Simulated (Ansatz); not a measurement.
**GeH₄NO radical: how energies converge with the basis set**

How large a basis does GeH₄NO radical need? Two functionals are run in growing sets.

Program: Ansatz 0.2.0, Gaussian basis. Level of theory: one geometry, several basis sets. These are calculated values, not measurements.

The runs, in order: PBE0-D4/def2-SVP; ωB97M-V/def2-SVP; PBE0-D4/def2-QZVPP; ωB97M-V/def2-QZVPP; the functionals' def2-TZVPP values are taken from earlier runs.

### 1 The relaxed structure

All runs share one geometry, relaxed beforehand with PBE0-D4 in a triple-zeta def2 set.

7 atoms, charge 0, spin multiplicity 2.

Atoms are counted from 1 here; the program's logs count them from 0.

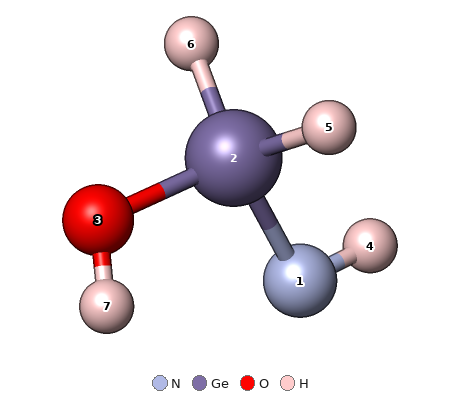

The geometry (nitrogen light blue, germanium purple, oxygen red, hydrogen pink); atoms are numbered from 1 in the order of the file.

### 2 PBE0-D4 in def2-SVP

in.yaml

```yaml
crystal:
  periodic: [false, false, false]
  atoms:
    - {symbol: N, position_ang: [-1.180001, -0.629604, -0.704335]}
    - {symbol: Ge, position_ang: [0.091826, 0.357854, 0.227285]}
    - {symbol: O, position_ang: [1.488064, -0.708494, 0.454167]}
    - {symbol: H, position_ang: [-2.073683, -0.127326, -0.724697]}
    - {symbol: H, position_ang: [0.468549, 1.575305, -0.644215]}
    - {symbol: H, position_ang: [-0.348330, 0.758218, 1.642881]}
    - {symbol: H, position_ang: [1.614777, -1.293953, -0.296687]}
basis:
  gaussian: {orbitals: def2-SVP}
magnetization: {spin_polarized: true, initial_magnetization: 1}
hamiltonian: {xc: pbe0, dispersion: d4}
output: {orbitals: {seedname: orbitals}}
```

Run with:

```
$ ansatz run in.yaml --threads 4 --pin off --events-out ev --progress --plain --max-ram 10444MiB
```

The runs that follow: ωB97M-V in def2-SVP; PBE0-D4 in def2-QZVPP; ωB97M-V in def2-QZVPP.

**Question.** What will the summary of the whole plan be? Wanted: PBE0-D4: double and triple zeta above quadruple; ωB97M-V: double and triple zeta above quadruple.

The runs gave:

```
                                       quantity           value
PBE0-D4: double and triple zeta above quadruple  13.19, 1.45 eV
ωB97M-V: double and triple zeta above quadruple  13.27, 1.41 eV
```

**Reading.** PBE0-D4 gains 11.73 eV from double to triple zeta, then 1.45 eV more. Total energies overstate the basis error of differences, where much of it tends to cancel.
